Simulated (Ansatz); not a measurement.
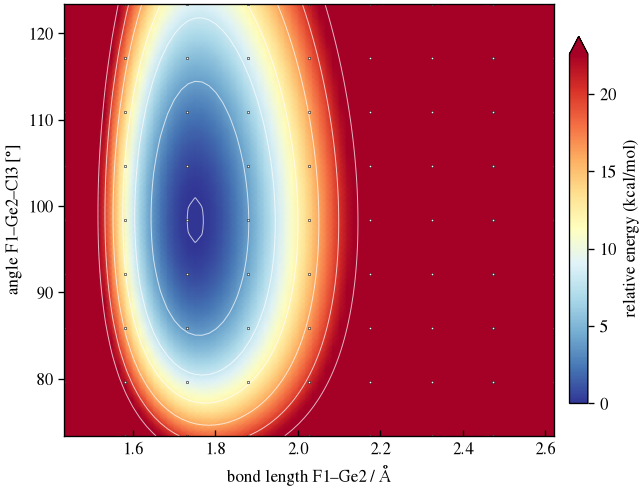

ClFGe, SMILES [F][Ge][Cl]. The first coordinate is: bond length F1–Ge2; the second: angle F1–Ge2–Cl3. Nothing is relaxed (all other coordinates rigid). The grid has 9 × 9 points. Points are written as (first, second). Energies: kcal/mol, counted from the lowest grid point. The reference is spin-restricted, which grows unreliable where a bond is stretched far. The calculation used RKS PBE0-D4/def2-TZVP (Ansatz 0.2.0).

Drawn: a smooth colour map with a few white contour lines, dots at the grid points, one colour for all values above the top of the scale. Between grid points the surface is interpolated.

Q: Estimate the position of the minimum and the force constants in these coordinates.

A: The interpolated minimum is at bond length F1–Ge2 ≈ 1.746 Å, angle F1–Ge2–Cl3 ≈ 98.4°. The curvatures there are about 24 eV/Å² and 5.4 eV/rad², with a cross term of about 0 eV/(Å·rad). Round the minimum the two coordinates are nearly uncoupled. (1 eV is 23.1 kcal/mol.)
